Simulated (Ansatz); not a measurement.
A series of calculations on Si₂H₄O

**1. Relaxation**

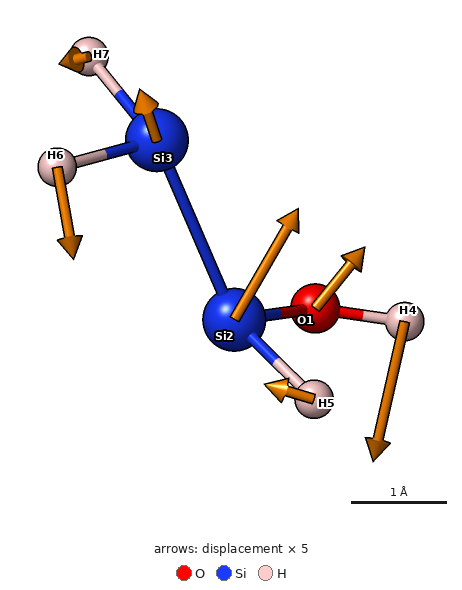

A relaxation of Si2H4O. The starting structure is drawn; orange arrows show the displacements, magnified 5 times. The two geometries are superimposed by the best rigid fit.

Style: ball-and-stick. Shown from a free direction.

All numbers below come from RKS PBE0-D4/def2-TZVP in Ansatz 0.2.0. Settings: force threshold 0.005 eV/Å; at most 200 steps.

> What happened in the run?

The energy falls by 3.56 kcal/mol in 8 accepted moves (10 points after the start). Largest force component: 0.6 eV/Å at the start, 0.0031 eV/Å at the end. The line search rejected the trial steps at points 5, 7 of the run. H4 moves most after the best rigid fit: 0.31 Å. By element the largest moves are H 0.31 Å, Si 0.27 Å, O 0.17 Å. Among the contacts that change: Si2–H5 1.478 → 1.493 Å, Si2–Si3 2.211 → 2.197 Å, O1–Si2 1.632 → 1.638 Å, O1–H4 0.955 → 0.959 Å. Bond angles that change, for instance: O1–Si2–Si3 116.1° → 123.9°, H6–Si3–H7 101.8° → 109.2°, Si2–Si3–H6 110.2° → 103.3°. Groups turn about O1–Si2 by about 25°. The run took about 40 core-seconds on a shared host.

**2. Scan**

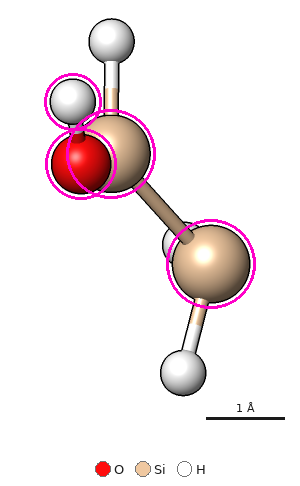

A scan of Si$_{2}$H$_{4}$O: the H4–O1–Si2–Si3 dihedral angle is varied, with the rest of the molecule carried along rigidly. The picture shows the minimum geometry. The ringed atoms are those of the scanned coordinate. Style: ball-and-stick. Shown almost along the central bond.

Computed with Ansatz: CCSD(T), r2SCAN-D4, basis def2-TZVPP, on geometries moved rigidly from the minimum at PBE0-D4/def2-TZVP. Coupled cluster with a frozen core. Energies are counted from the PBE0-D4/def2-TZVP minimum geometry at the same level.

```xyz
7

O    -1.4685   -1.0607   -0.5826
Si   -0.4659    0.2092   -0.3272
Si    1.3481    0.1111    0.9091
H    -2.4071   -0.8857   -0.6731
H    -1.2629    1.4698   -0.3992
H     2.1414    1.2923    0.4510
H     2.1150   -1.1360    0.6221
```

**Predict the energy profile (the dihedral: 9.9, 39.9, 69.9, 99.9, 129.9, 145.9, 159.9, 189.9, 219.9, 249.9, 279.9, 309.9, 339.9°).**

Energies in meV.

```tsv
dihedral angle (°)	CCSD(T)	r2SCAN-D4
9.9	42.5	30.6
39.9	112.7	114.5
69.9	118.5	134.6
99.9	60.8	77.3
129.9	6.8	12.9
145.9	0.0	0.0
159.9	9.5	5.2
189.9	66.8	59.3
219.9	130.0	126.8
249.9	134.8	135.4
279.9	67.0	65.1
309.9	−8.7	−17.6
339.9	−19.4	−33.9
```

With CCSD(T): of the computed points the lowest is at the dihedral 339.9°, −19.4 meV. Further local minima among the points: 145.9° (0.0 meV). Local maxima lie at 69.9° (118.5 meV), 249.9° (134.8 meV). The highest point, at 249.9°, lies 154.2 meV above the lowest and gives an upper estimate of the barrier to rotation, since the rotor is rigid. At 249.9° the levels give CCSD(T) 134.8 meV, r2SCAN-D4 135.4 meV. At 9.9° to 339.9° the mean-field solution behind CCSD(T) isn't stable (a lower one of broken symmetry exists), so those energies are less reliable.

**3. Scan**

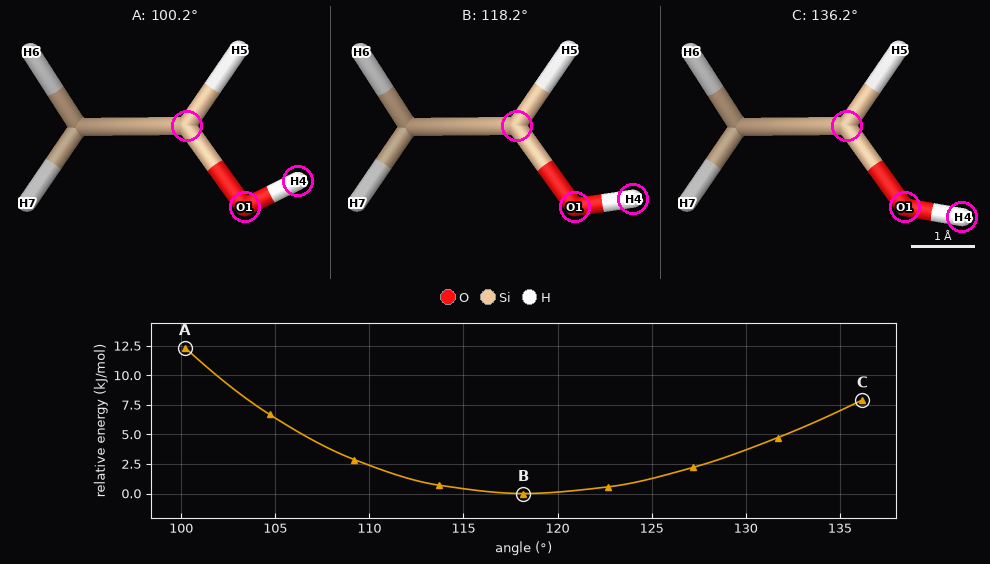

A scan of Si2H4O: one H–O–Si angle is varied, with the rest of the molecule carried along rigidly. The lettered frames are marked on the plot. A stick model, seen onto the plane of the angle. The ringed atoms are those of the scanned coordinate.

Single-point energies from Ansatz with PBE0-D4 in the def2-TZVPP basis, on geometries moved rigidly from the minimum at PBE0-D4/def2-TZVP. Energies are counted from the PBE0-D4/def2-TZVP minimum geometry at the same level.

> What does the scan show?

Of the computed points the lowest is at the angle 118.2°, 0.0 kJ/mol. The end points stand at 12.4 kJ/mol (100.2°) and 7.9 kJ/mol (136.2°). The curvature at the lowest point is about 2.1 eV/rad².
